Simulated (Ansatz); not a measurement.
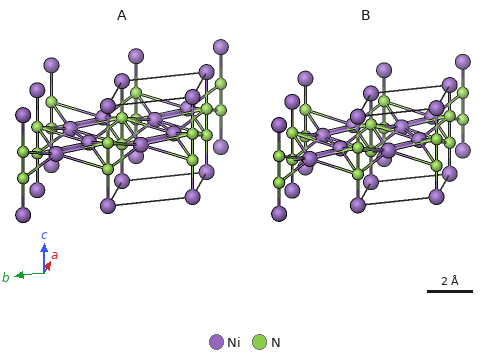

Two geometries of crystalline Ni$_{3}$N$_{2}$ (a generated structure, set up in P6/mmm) (coarse preliminary run), drawn at one scale. One is the start of a relaxation, the other its converged end. Style: ball-and-stick. Shown: the cell of the calculation, repeated 2 × 2 × 1 with one cell outlined, from a free direction.

Method: DFT PBE, scalar-relativistic, plane waves, PAW in Ansatz 0.2.0. Set-up: plane-wave cutoff 420 eV; k-point mesh 6 × 6 × 4; occupations gaussian; smearing width 0.1 eV; collinear spin; cell and atoms relaxed; force threshold 0.04 eV/Å; at most 70 steps.

> Which one is relaxed?

Structure A is the relaxed one. The largest moves relative to the cell, 0.084 Å, are those of N atoms. Ni stays in place. The drawn cell changes as follows: a = b 3.780 → 4.067 Å (+7.6 %), c 4.143 → 4.663 Å (+12.6 %); the volume changes by +30.3 %. Among the contacts that change: N–Ni 1.450 → 1.715 Å, Ni–Ni 2.182 → 2.348 Å, N–Ni 2.269 → 2.428 Å, N–N 1.244 → 1.233 Å. The space group stays P6/mmm (No. 191). After 7 accepted moves (9 points after the start) the energy has fallen by 3.674 eV per cell of the calculation. The largest force component goes from 12 to 0.0044 eV/Å. The pressure goes from 68.08 to 0.00 GPa. The SCF was repeated twice at an unchanged geometry on a basis and grid sized afresh for the cell, which shifted the energy by 0.118 eV per cell of the calculation at most. The program noted that the starting moments weren't kept. Cost: 45 s on 1 thread of Intel(R) Xeon(R) 6975P-C (Granite Rapids) (shared host), peak memory 0.46 GiB.

Limits of the set-up: the k-point mesh is coarse for a cell with partly filled bands.
